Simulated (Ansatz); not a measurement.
# AlH3···H2S: what the fields show

```yaml
atoms:
  - { symbol: Al, position_ang: [0.0534, 0.2990, -0.0903] }
  - { symbol: H, position_ang: [-0.1090, 0.0788, 1.4565] }
  - { symbol: H, position_ang: [1.4579, 0.7077, -0.6901] }
  - { symbol: H, position_ang: [-1.2395, 0.1484, -0.9931] }
  - { symbol: S, position_ang: [0.2855, -2.9735, 0.9920] }
  - { symbol: H, position_ang: [-1.0395, -3.1302, 0.7383] }
  - { symbol: H, position_ang: [0.0907, -1.7732, 1.6560] }
```

Not at a stationary point (largest force 0.7 eV/Å).

These are results of Ansatz, RKS B3LYP/def2-mTZVP, not measurements.

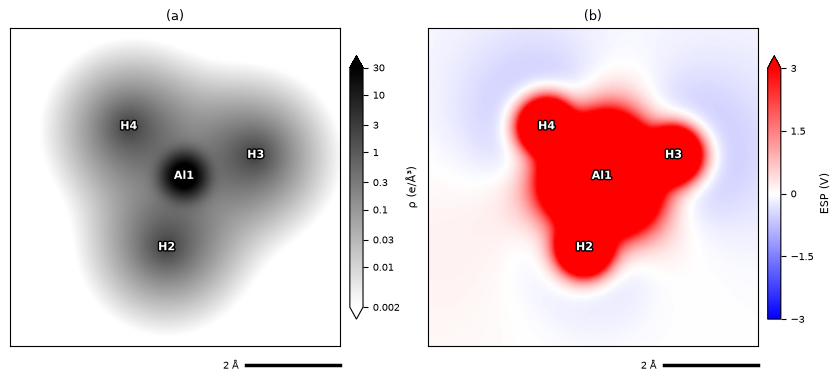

Figure 1. (a) electron density; (b) electrostatic potential on the plane of atoms H2, Al1 and H3.

> Read the bonding off the picture.

- Atoms in the plane: Al and H.
- Al–H (1.57 Å): ρ is about 0.55 e/Å³ halfway.
- Outside the dense part of the complex the potential is most negative (−0.5 V) near H3.

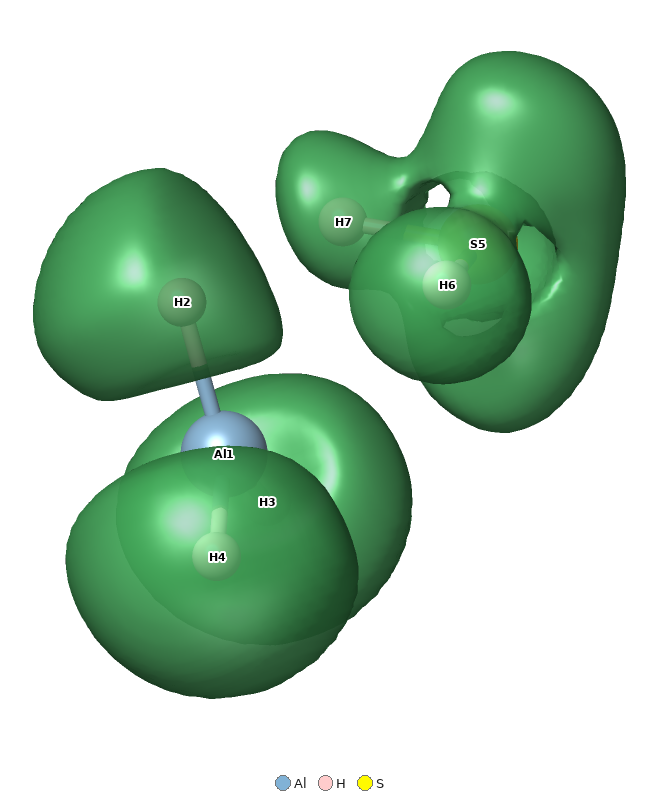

Figure 2. Isosurface of the ELF at 0.75 (green), seen at an oblique angle. Core shells and regions of very low density are left out.

> Identify the bonds, lone pairs and shells in this picture.

The surface consists of two regions around hydrogen nuclei, one region wrapped around H (its valence shell) and one joined region spread over several atoms (H, S), in which their bonds and any lone pairs are merged. Profiles from the grid: H2···H7 (1.87 Å): the ELF dips to about 0.10 between them. S–H (1.36 Å): the ELF climbs to about 1 towards the hydrogen, as it does in any bond to H.

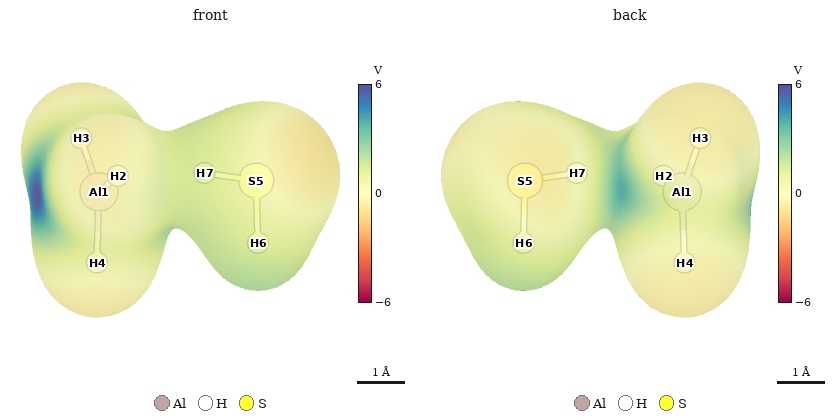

Figure 3. The molecular electrostatic potential painted on the density surface at 0.004 e/bohr³, seen from the front and from behind; red is negative and blue positive.

> Which sites attract a positive test charge, and which a negative one?

A positive charge is drawn to the negative regions and a negative charge to the positive ones. The most negative region (about −0.8 V, or −18 kcal/mol for a unit charge) lies over S5, the most positive (about +5.5 V, or +127 kcal/mol for a unit charge) over Al1.
